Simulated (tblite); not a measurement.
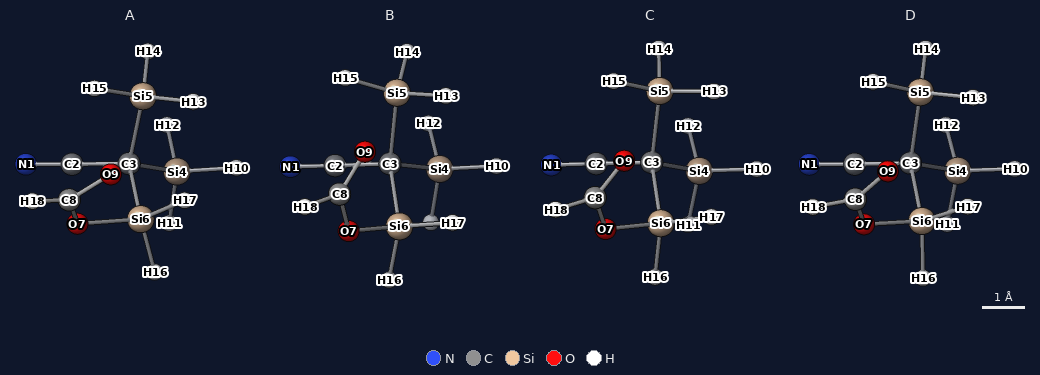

4 geometries from one relaxation of C3H9NO2Si3, in shuffled order. The picture is a ball-and-stick view, seen from a free direction.

These are results of GFN2-xTB geometry optimisation, gas phase (tblite), not measurements. 

Question: Put them in the order of the run, from the start to the converged end.

Answer: A, D, C, B. They are steps 0, 15, 46, 101, at +23.2 kcal/mol, +2.04 kcal/mol, +0.45 kcal/mol relative to the last. Over 101 geometry steps the energy falls by 23.2 kcal/mol. The atom that moves furthest after the best rigid fit is O9 (0.71 Å). By element the largest moves are O 0.71 Å, H 0.65 Å, C 0.30 Å, Si 0.21 Å, N 0.13 Å. Near-neighbour distances that change, for instance: O7–C8 1.381 → 1.303 Å, Si6–O7 1.751 → 1.674 Å, C8–O9 1.274 → 1.197 Å, C3–Si5 1.869 → 1.940 Å. Among the angles between lasting bonds that change: O7–C8–H18 126.4° → 111.4°, O7–Si6–H16 110.5° → 96.5°, O7–C8–O9 116.0° → 125.5°. Groups turn about Si6–O7 by about 40°, C3–Si6 by about 20°. Cost: 3.8 s on 1 thread of Intel(R) Xeon(R) Processor @ 2.50GHz (shared host).
